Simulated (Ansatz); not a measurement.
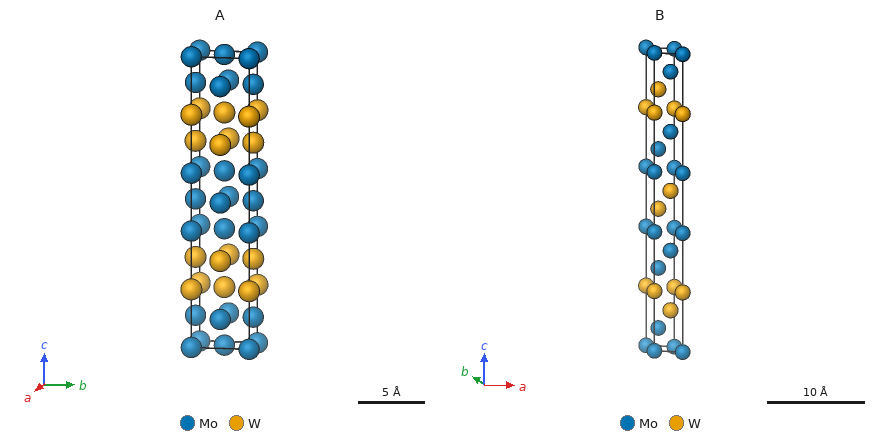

Two structures of Mo3W2, each relaxed to rest (conventional cells in solid outline, small ones repeated, not to one scale). Method: DFT PBE, scalar-relativistic, plane waves, PAW (Ansatz 0.2.0), without spin polarisation.

Question: What are the two structures?

Answer: A: 20 atoms a cell on a face-centred orthorhombic lattice, Fmmm. B: 15 atoms a cell on a rhombohedral (trigonal R) lattice, R-3m.

Question: What is the energy order of the two?

Answer: A is lower, by 381 meV/atom at this level of theory (energies at zero smearing). Volumes: A 15.9, B 16.4 Å³/atom.

One or both may be structure types tried for this composition rather than known phases.
